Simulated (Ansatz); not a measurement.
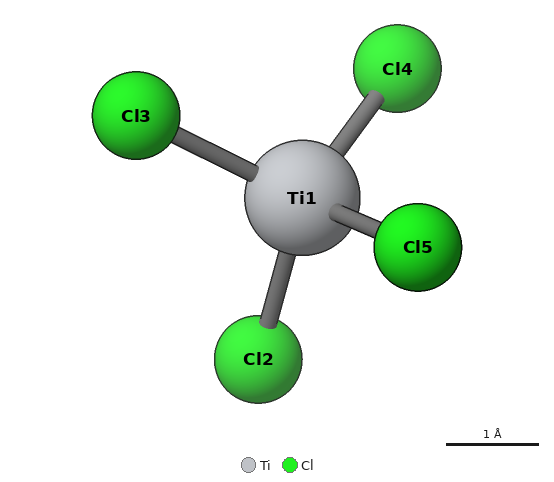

Figure made from data computed with Ansatz.

Atoms carry their numbers in the input. The species is neutral and a spin singlet. Geometry: a fixed input geometry, not necessarily a minimum.

What are the angles Cl2–Ti1–Cl3?

```csv
angle,degrees
Cl2–Ti1–Cl3,109.5
```
